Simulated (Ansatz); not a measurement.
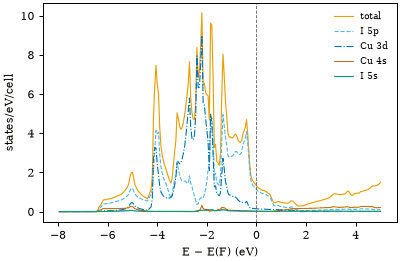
Figure: Total and projected density of states of CuI$_{2}$ in space group P4/mmm (No. 123; Cu on 1a, I on 2f), LDA (plane waves, PAW; program Ansatz)

Problem. Which orbitals carry the states next to the Fermi level?

Solution. Within 0.5 eV of the Fermi level: I 5p 86 %, Cu 3d 11 %. Projections are on Löwdin-orthogonalised atomic valence shells; empty p or d shells of many metals are not among them.

Problem. Where is the tallest occupied peak in this window, and what makes it?

Solution. Near -2.2 eV, about 10 states/eV per cell; the largest projected share is Cu 3d.

The workflow started from a Materials Project entry (that database holds measured and hypothetical structures alike); the Crystallography Open Database copy checked does not list it. Its standing as an ambient phase is unchecked. Symmetry was held in the LDA relaxation. At this level the phase is dynamically unstable (imaginary phonons). No spin polarisation was allowed. Its formation energy is positive at this level, so the cell may be metastable or incomplete. A crystal of weakly bound layers computed without a dispersion correction: the cell and the soft elastic constants depend strongly on that. With an odd number of electrons in the cell and no spin polarisation, the count alone makes it a metal. Scalar-relativistic: spin–orbit coupling is off unless named, which matters more the heavier the elements.

Potentials: the later of the program's two PAW sets.
